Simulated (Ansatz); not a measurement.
**Geometry relaxation, with input and output: CH8AlFN2Si (part 1 of 2)**

System: CH8AlFN2Si.
Method: RKS PBE0-D4/def2-SVP (Ansatz 0.2.0).

It belongs to a series of runs on one base structure; here: end point B relaxed. Figures and captions count atoms from 1; the log counts them from 0 in places.

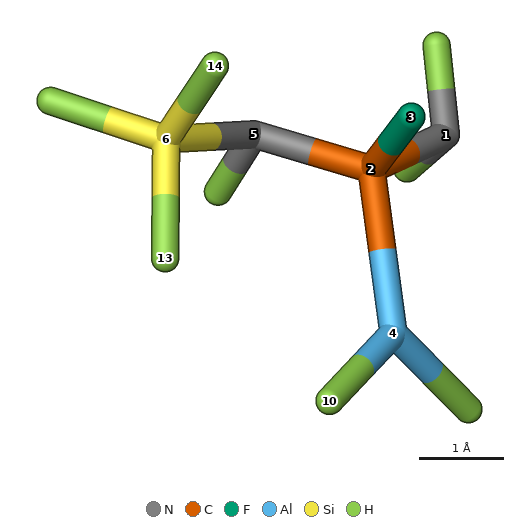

*The input geometry (stick view, seen at a tilt; atoms are numbered from 1 in the order of the input). Sticks mark near contacts.*

Bond lengths as drawn: Al–C 1.99 Å, Al–H 1.61 to 1.63 Å, C–F 1.36 Å, C–N 1.48 to 1.49 Å, H–N 1.06 to 1.07 Å, H–Si 1.49 to 1.51 Å and N–Si 1.83 Å.

Results in brief

| quantity | value |
| --- | --- |
| outcome | converged |
| total energy | −21315.6231 eV |
| mean-field energy | −21315.3239 eV |
| largest force (length of the vector) at the end | 0.013 eV/Å |
| hardware | 2 threads of Intel Xeon @ 2.50GHz (Skylake/Cascade Lake), 16 GiB of memory available, shared host |
| wall time | 2.8 min (CPU time 5.4 min) |
| peak memory | 0.37 GiB |

The input
```yaml
crystal:
  periodic: [false, false, false]
  atoms:
    - { symbol: "N", position_ang: [0.4131, -2.0069, -0.8265] }
    - { symbol: C, position_ang: [0.4133, -0.6892, -0.1284] }
    - { symbol: F, position_ang: [1.7174, -0.3477, 0.0406] }
    - { symbol: Al, position_ang: [-0.33, -0.9572, 1.7027] }
    - { symbol: "N", position_ang: [-0.2713, 0.3382, -0.942] }
    - { symbol: Si, position_ang: [0.0751, 2.0478, -0.3831] }
    - { symbol: H, position_ang: [-0.6062, -2.1895, -1.0515] }
    - { symbol: H, position_ang: [0.8938, -1.8303, -1.7617] }
    - { symbol: H, position_ang: [-0.992, -2.3802, 2.1435] }
    - { symbol: H, position_ang: [-0.4522, 0.2371, 2.7773] }
    - { symbol: H, position_ang: [-1.317, 0.1993, -0.8383] }
    - { symbol: H, position_ang: [-0.62982, 3.01348, -1.26818] }
    - { symbol: H, position_ang: [-0.38969, 2.18602, 1.04633] }
    - { symbol: H, position_ang: [1.54689, 2.31066, -0.41425] }
basis:
  gaussian: { orbitals: def2-SVP }
hamiltonian:
  xc: pbe0
  dispersion: d4
relax:
  f_tol: 0.015
  max_steps: 40
output:
  orbitals: {}
```

Launched with:
```bash
ansatz run input.yaml --threads 2 --pin off --max-ram 3072MiB --backend cpu --events-out ev --progress --plain --runs-dir out
```

What the program printed
```
The last accepted step is kept in [file] (removed where the run ends without a failure and the disk answers)
Engine: ansatz 0.2.0, x86_64-unknown-linux-gnu
Functional definition: PBE0
  parameter a = 0.25
  parameter kappa = 0.804
  parameter beta = 0.06672455060314922
  exchange = (1 - a)*pbe_x(kappa = kappa, mu = beta*pi^2/3) + a*exact_x
  correlation = pbe_c(beta = beta)
1418 factors; integrals over basis functions are off by at most 3.0e-4 eV
mean field evaluation 1: about -21307.6016 eV, gradient 5.6e1 eV
mean field evaluation 2: about -21296.9016 eV, gradient 8.5e1 eV
mean field evaluation 4: about -21313.9619 eV, gradient 5.5e0 eV
mean field evaluation 8: about -21314.0486 eV, gradient 1.1e-1 eV
mean field evaluation 16: about -21314.0486 eV, gradient 3.7e-5 eV
mean field -21314.04864589 eV, -783.2768405554 hartree, gradient 3.7e-5 eV, S^2 0.000000; 0 other end points of the search recorded, 0 dependent functions left out
the calculation of the forces begins
reference -21314.04868100 eV, -783.2768418458 hartree; 32, 32 occupied and 100, 100 virtual orbitals, 1418 factors
relax step   1: F+E_penalty+E_count = -21314.33871908 eV  Δ(F+E_penalty+E_count) = +0.000e0 eV  max|allowed force component| = 1.741e0 eV/Å  Δτ_max = 0.0000 Å  (27 SCF iters, accepted)
these checks for a lower state are left out or cut short: starts, cluster_reference, orbital_swaps, neighbouring_geometries, increment
1418 factors; integrals over basis functions are off by at most 3.0e-4 eV
mean field -21314.38609735 eV, -783.2892416676 hartree, gradient 2.0e-5 eV, S^2 0.000000; 0 other end points of the search recorded, 0 dependent functions left out
[... from here on the field's lines of each further geometry are left out, up to the last ...]
relax step   2: F+E_penalty+E_count = -21314.67334117 eV  Δ(F+E_penalty+E_count) = -3.346e-1 eV  max|allowed force component| = 1.184e0 eV/Å  Δτ_max = 0.1481 Å  (30 SCF iters, accepted)
relax step   3: F+E_penalty+E_count = -21314.84549986 eV  Δ(F+E_penalty+E_count) = -1.722e-1 eV  max|allowed force component| = 5.911e-1 eV/Å  Δτ_max = 0.1611 Å  (30 SCF iters, accepted)
relax step   4: F+E_penalty+E_count = -21314.92116728 eV  Δ(F+E_penalty+E_count) = -7.567e-2 eV  max|allowed force component| = 5.265e-1 eV/Å  Δτ_max = 0.1479 Å  (29 SCF iters, accepted)
relax step   5: F+E_penalty+E_count = -21314.95352291 eV  Δ(F+E_penalty+E_count) = -3.236e-2 eV  max|allowed force component| = 4.718e-1 eV/Å  Δτ_max = 0.2000 Å  (28 SCF iters, accepted)
relax step   6: F+E_penalty+E_count = -21314.98741255 eV  Δ(F+E_penalty+E_count) = -3.389e-2 eV  max|allowed force component| = 2.694e-1 eV/Å  Δτ_max = 0.1502 Å  (29 SCF iters, accepted)
relax step   7: F+E_penalty+E_count = -21314.97021746 eV  Δ(F+E_penalty+E_count) = +1.720e-2 eV  max|allowed force component| = 1.062e0 eV/Å  Δτ_max = 0.1951 Å  (30 SCF iters, rejected (line search))
relax step   8: F+E_penalty+E_count = -21315.00973566 eV  Δ(F+E_penalty+E_count) = -2.232e-2 eV  max|allowed force component| = 3.180e-1 eV/Å  Δτ_max = 0.0975 Å  (29 SCF iters, accepted)
relax step   9: F+E_penalty+E_count = -21315.03655634 eV  Δ(F+E_penalty+E_count) = -2.682e-2 eV  max|allowed force component| = 2.372e-1 eV/Å  Δτ_max = 0.0978 Å  (28 SCF iters, accepted)
relax step  10: F+E_penalty+E_count = -21315.05733373 eV  Δ(F+E_penalty+E_count) = -2.078e-2 eV  max|allowed force component| = 8.553e-1 eV/Å  Δτ_max = 0.1491 Å  (29 SCF iters, accepted)
relax step  11: F+E_penalty+E_count = -21315.10493112 eV  Δ(F+E_penalty+E_count) = -4.760e-2 eV  max|allowed force component| = 9.088e-1 eV/Å  Δτ_max = 0.1220 Å  (31 SCF iters, accepted)
relax step  12: F+E_penalty+E_count = -21315.20727095 eV  Δ(F+E_penalty+E_count) = -1.023e-1 eV  max|allowed force component| = 5.375e-1 eV/Å  Δτ_max = 0.1955 Å  (29 SCF iters, accepted)
relax step  13: F+E_penalty+E_count = -21315.34733933 eV  Δ(F+E_penalty+E_count) = -1.401e-1 eV  max|allowed force component| = 4.271e-1 eV/Å  Δτ_max = 0.1974 Å  (28 SCF iters, accepted)
relax step  14: F+E_penalty+E_count = -21315.43463104 eV  Δ(F+E_penalty+E_count) = -8.729e-2 eV  max|allowed force component| = 2.703e-1 eV/Å  Δτ_max = 0.1950 Å  (28 SCF iters, accepted)
relax step  15: F+E_penalty+E_count = -21315.45777413 eV  Δ(F+E_penalty+E_count) = -2.314e-2 eV  max|allowed force component| = 2.494e-1 eV/Å  Δτ_max = 0.1654 Å  (28 SCF iters, accepted)
relax step  16: F+E_penalty+E_count = -21315.46059382 eV  Δ(F+E_penalty+E_count) = -2.820e-3 eV  max|allowed force component| = 2.060e-1 eV/Å  Δτ_max = 0.1206 Å  (28 SCF iters, accepted)
relax step  17: F+E_penalty+E_count = -21315.44645870 eV  Δ(F+E_penalty+E_count) = +1.414e-2 eV  max|allowed force component| = 6.760e-1 eV/Å  Δτ_max = 0.1162 Å  (29 SCF iters, rejected (line search))
relax step  18: F+E_penalty+E_count = -21315.47611987 eV  Δ(F+E_penalty+E_count) = -1.553e-2 eV  max|allowed force component| = 8.740e-2 eV/Å  Δτ_max = 0.0560 Å  (30 SCF iters, accepted)
relax step  19: F+E_penalty+E_count = -21315.48815429 eV  Δ(F+E_penalty+E_count) = -1.203e-2 eV  max|allowed force component| = 2.163e-1 eV/Å  Δτ_max = 0.0726 Å  (28 SCF iters, accepted)
relax step  20: F+E_penalty+E_count = -21315.49694397 eV  Δ(F+E_penalty+E_count) = -8.790e-3 eV  max|allowed force component| = 6.079e-1 eV/Å  Δτ_max = 0.0520 Å  (29 SCF iters, accepted)
relax step  21: F+E_penalty+E_count = -21315.53567112 eV  Δ(F+E_penalty+E_count) = -3.873e-2 eV  max|allowed force component| = 8.031e-1 eV/Å  Δτ_max = 0.1070 Å  (28 SCF iters, accepted)
relax step  22: F+E_penalty+E_count = -21315.60016310 eV  Δ(F+E_penalty+E_count) = -6.449e-2 eV  max|allowed force component| = 6.085e-1 eV/Å  Δτ_max = 0.1995 Å  (28 SCF iters, accepted)
relax step  23: F+E_penalty+E_count = -21315.61483194 eV  Δ(F+E_penalty+E_count) = -1.467e-2 eV  max|allowed force component| = 4.389e-1 eV/Å  Δτ_max = 0.0545 Å  (30 SCF iters, accepted)
relax step  24: F+E_penalty+E_count = -21315.62160367 eV  Δ(F+E_penalty+E_count) = -6.772e-3 eV  max|allowed force component| = 2.820e-1 eV/Å  Δτ_max = 0.0638 Å  (30 SCF iters, accepted)
relax step  25: F+E_penalty+E_count = -21315.62280714 eV  Δ(F+E_penalty+E_count) = -1.203e-3 eV  max|allowed force component| = 2.886e-2 eV/Å  Δτ_max = 0.0155 Å  (30 SCF iters, accepted)
relax step  26: F+E_penalty+E_count = -21315.62298033 eV  Δ(F+E_penalty+E_count) = -1.732e-4 eV  max|allowed force component| = 2.456e-2 eV/Å  Δτ_max = 0.0083 Å  (23 SCF iters, accepted)
relax step  27: F+E_penalty+E_count = -21315.62299401 eV  Δ(F+E_penalty+E_count) = -1.368e-5 eV  max|allowed force component| = 1.832e-2 eV/Å  Δτ_max = 0.0073 Å  (24 SCF iters, accepted)
the calculation of the forces begins
reference -21315.32390886 eV, -783.3237056053 hartree; 32, 32 occupied and 100, 100 virtual orbitals, 1418 factors
relax step  28: F+E_penalty+E_count = -21315.62307532 eV  Δ(F+E_penalty+E_count) = -8.131e-5 eV  max|allowed force component| = 1.181e-2 eV/Å  Δτ_max = 0.0040 Å  (23 SCF iters, accepted)
```

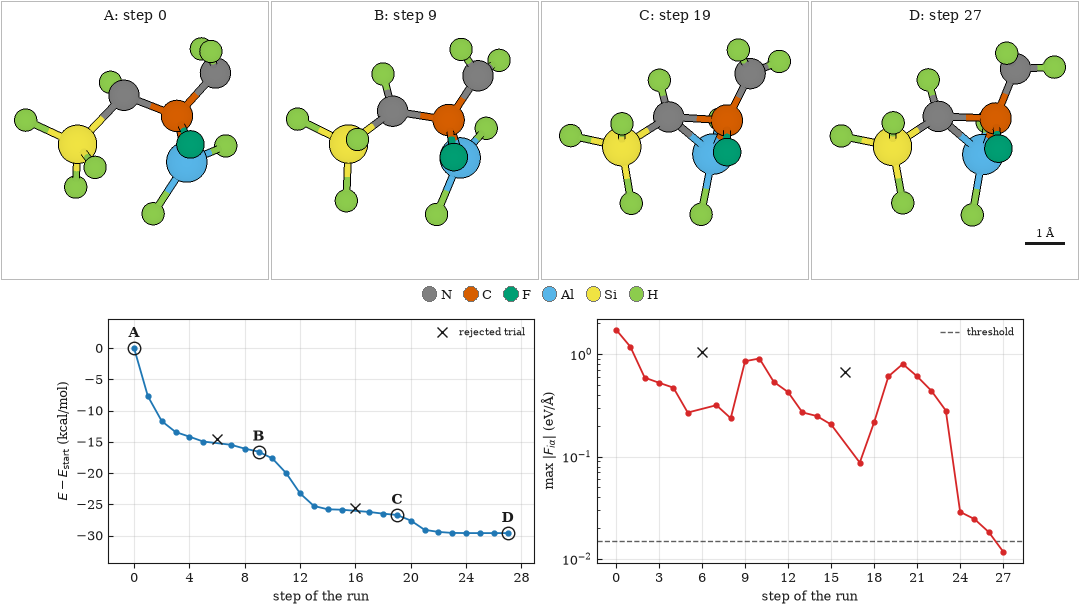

*Frames of the relaxation (ball-and-stick view, seen at a tilt) above the curves, on which the letters mark them (the first geometry is step 0 here and step 1 in the log).*

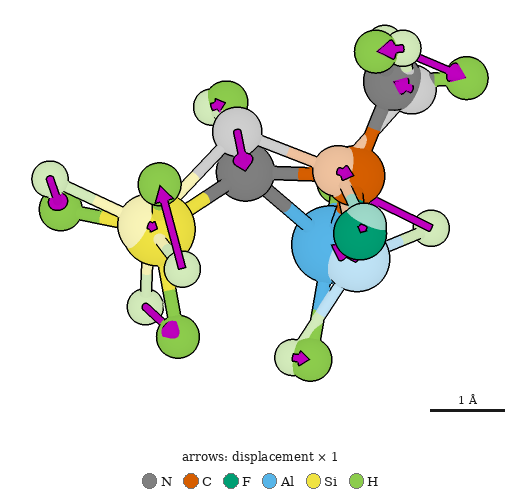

*Start (faint) and end (solid) with the displacements as pink arrows, at true length (ball-and-stick view, seen at a tilt). The two geometries are laid on each other by the best rigid fit.*

After 27 geometry steps the energy has fallen by 29.6 kcal/mol. Largest force component: 1.7 eV/Å at the start, 0.012 eV/Å at the end. The line search rejected the trial steps at points 6, 16 (counted from 0) and went back. The largest move after the best rigid fit is that of H9, 1.45 Å. Largest moves by element: H 1.45 Å, N 0.81 Å, Al 0.47 Å, C 0.26 Å, Si 0.15 Å, F 0.12 Å. Distances before and after: Al4–N5 2.945 → 2.064 Å, N1–C2 1.491 → 1.392 Å, C2–F3 1.359 → 1.407 Å, N1–H7 1.060 → 1.014 Å. New bonds form: Al4–N5 (2.95 → 2.06 Å). Among the angles that change: Al4–C2–N5 115.2° → 71.2°, N1–C2–Al4 108.1° → 127.2°, F3–C2–Al4 106.1° → 117.8°. (Atoms are counted from 1 in the order of the input.)

```
1418 factors; integrals over basis functions are off by at most 3.9e-4 eV
mean field -21315.32387469 eV, -783.3237043495 hartree, gradient 9.5e-6 eV, S^2 0.000000; 1 other end points of the search recorded, 0 dependent functions left out
the calculation of the forces begins
reference -21315.32390886 eV, -783.3237056053 hartree; 32, 32 occupied and 100, 100 virtual orbitals, 1418 factors
Total energy: -21315.62310950 eV, -783.3347010257 hartree
Atom 0 at     0.447052    -1.772261    -1.030601 Å, force    -0.003877    -0.001244     0.005727 eV/Å
Atom 1 at     0.470049    -0.881429     0.038721 Å, force    -0.000608     0.011811     0.005747 eV/Å
Atom 2 at     1.709776    -0.230863     0.178383 Å, force    -0.003593    -0.001725     0.001049 eV/Å
Atom 3 at    -0.780452    -0.816087     1.563903 Å, force     0.004777    -0.003767    -0.000879 eV/Å
Atom 4 at    -0.508452     0.250031    -0.181794 Å, force    -0.002208    -0.006543    -0.005104 eV/Å
Atom 5 at     0.071549     1.941564    -0.285635 Å, force     0.000477     0.000668    -0.001081 eV/Å
Atom 6 at     0.788379    -2.693940    -0.780501 Å, force    -0.000186    -0.003881    -0.003114 eV/Å
Atom 7 at     0.949229    -1.427595    -1.850820 Å, force     0.003206    -0.000963    -0.004300 eV/Å
Atom 8 at    -2.094245    -1.706144     1.494734 Å, force     0.001160     0.001337     0.000686 eV/Å
Atom 9 at    -0.347190     0.064846     2.810451 Å, force    -0.001353     0.000545    -0.000332 eV/Å
Atom 10 at    -1.177568    -0.008030    -0.909079 Å, force     0.002036     0.002226    -0.000114 eV/Å
Atom 11 at    -1.168744     2.740852    -0.505674 Å, force     0.000013     0.000640    -0.000537 eV/Å
Atom 12 at     0.719032     2.320253     0.993894 Å, force     0.001553    -0.000964     0.001799 eV/Å
Atom 13 at     0.992965     2.150363    -1.439481 Å, force    -0.001397     0.001860     0.000452 eV/Å
Dipole moment:     0.040131    -0.016057    -0.555557 e Å
```

Trajectory as extended XYZ (Å, eV, eV/Å), 15 of the 28 frames kept, from step=1 to step=28
```
14
Properties=species:S:1:pos:R:3:forces:R:3 step=1 energy=-21314.33872
N     0.4131   -2.0069   -0.8265   -0.5984   1.4355  -0.7799
C     0.4133   -0.6892   -0.1284   -1.5500  -1.7409  -0.8596
F     1.7174   -0.3477    0.0406    0.7164   0.5594  -0.2634
Al   -0.3300   -0.9572    1.7027   -0.4691  -0.5145   0.8687
N    -0.2713    0.3382   -0.9420   -0.4695   1.0766   0.9561
Si    0.0751    2.0478   -0.3831    0.1276  -0.9155  -0.0809
H    -0.6062   -2.1895   -1.0515    1.5200   0.0277   0.1602
H     0.8938   -1.8303   -1.7617   -0.8268  -0.3012   1.1951
H    -0.9920   -2.3802    2.1435    0.1857   0.3782  -0.2230
H    -0.4522    0.2371    2.7773    0.1717  -0.1586  -0.2275
H    -1.3170    0.1993   -0.8383    1.4761   0.0599  -0.3906
H    -0.6298    3.0135   -1.2682   -0.1289  -0.0614  -0.0313
H    -0.3897    2.1860    1.0463    0.0304   0.1822  -0.2265
H     1.5469    2.3107   -0.4143   -0.1852  -0.0275  -0.0973
14
Properties=species:S:1:pos:R:3:forces:R:3 step=3 energy=-21314.84550
N     0.4116   -1.9284   -0.8091   -0.3280   0.2793  -0.0170
C     0.3076   -0.7072   -0.0726   -0.2653   0.0182  -0.1283
F     1.6187   -0.3007    0.1902    0.2341  -0.0025   0.2446
Al   -0.4085   -1.1156    1.7818    0.2048   0.2333  -0.0963
N    -0.2246    0.4087   -0.8547   -0.5911  -0.1667   0.3152
Si    0.1152    2.0806   -0.4079   -0.0002  -0.0178  -0.1528
H    -0.5214   -2.3091   -0.9752    0.1193  -0.1092   0.1664
H     0.7839   -1.7024   -1.7308    0.1857  -0.0258  -0.2529
H    -1.0763   -2.5140    2.0859   -0.1143  -0.1196   0.0144
H    -0.2727    0.0205    2.8894    0.0051  -0.0723  -0.0218
H    -1.2218    0.2618   -1.0610    0.4835   0.0318  -0.0712
H    -0.7014    2.9021   -1.3591    0.0225  -0.0362   0.0829
H    -0.2963    2.4366    0.9957    0.0456  -0.0353  -0.0731
H     1.5573    2.3987   -0.5761   -0.0016   0.0228  -0.0101
14
Properties=species:S:1:pos:R:3:forces:R:3 step=5 energy=-21314.95352
N     0.4539   -1.8466   -0.8122    0.3088   0.4718   0.1531
C     0.2714   -0.6880   -0.0185   -0.0839  -0.3079  -0.1501
F     1.5575   -0.2357    0.3831   -0.0490   0.1754  -0.1569
Al   -0.4677   -1.1614    1.7577   -0.0239  -0.0986   0.3979
N    -0.2966    0.4355   -0.7308    0.3492   0.2445   0.2689
Si    0.1318    2.1135   -0.4379    0.0279  -0.2835  -0.1301
H    -0.3538   -2.4465   -0.8347   -0.2613  -0.2618  -0.0339
H     0.7638   -1.6077   -1.7519   -0.0087  -0.0600  -0.2008
H    -1.2963   -2.5083    1.9490   -0.0678  -0.0057  -0.0288
H    -0.1807   -0.1778    2.9691   -0.0552   0.0175  -0.0040
H    -1.1657    0.2197   -1.1993   -0.0750  -0.0052  -0.0815
H    -0.8310    2.8689   -1.2832   -0.0869   0.1176  -0.0477
H    -0.0362    2.5432    0.9895    0.0435  -0.0514  -0.0426
H     1.5209    2.4229   -0.8833   -0.0175   0.0474   0.0562
```
